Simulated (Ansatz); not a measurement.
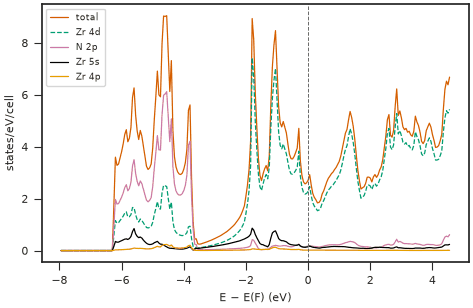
Fig. 1. Total and projected density of states of Zr2N (anti-rutile, P4_2/mnm), plane-wave PAW r²SCAN (Ansatz code)

Q: Which orbitals carry the states next to the Fermi level?

A: Within 0.5 eV of the Fermi level: Zr 4d 83 %, N 2p 6 %, Zr 5s 5 %. Projections are on Löwdin-orthogonalised atomic valence shells; empty p or d shells of many metals are not among them.

Q: Where is the tallest occupied peak in this window, and what makes it?

A: Near -4.5 eV, about 9.0 states/eV per cell; the largest projected share is N 2p.

The workflow started from a Materials Project entry (that database holds measured and hypothetical structures alike); the Crystallography Open Database copy checked does not list it. Its standing as an ambient phase is unchecked. Symmetry was held in the r²SCAN relaxation; of distortions, only those at the zone centre were tested. The run is not spin-polarised. Scalar-relativistic: spin–orbit coupling is off unless named, which matters more the heavier the elements.

Potentials: the later of the program's two PAW sets.
